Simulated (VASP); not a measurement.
Data:

```
O2Si
1.0
    2.47641    -4.28927     0.00000
    2.47641     4.28927     0.00000
    0.00000     0.00000     5.44443
Si O
3 6
Direct
  0.00000   0.46992   0.33333
  0.53008   0.53008   0.00000
  0.46992   0.00000   0.66667
  0.26724   0.41258   0.21453
  0.58742   0.85466   0.88120
  0.73276   0.14534   0.45213
  0.85466   0.58742   0.11880
  0.41258   0.26724   0.78547
  0.14534   0.73276   0.54787
```

Method: PBEsol GGA, VASP's PBE PAW potentials (set 64) (plane waves; VASP). Numerical set-up: 520 eV cut-off, 6×6×5 Γ-centred mesh, tetrahedra with Blöchl corrections, potentials Si O.

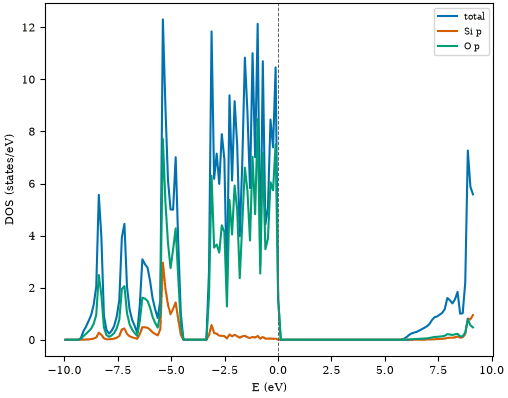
Figure. Total and projected density of states, zero at the valence-band maximum

Within 2 eV below the valence-band maximum the largest weight inside VASP's projection spheres is O p.

The gap is indirect, 5.70 eV, from the valence maximum at K to the conduction minimum at Γ.

The compound is SiO2 in the quartz structure. It was relaxed first.
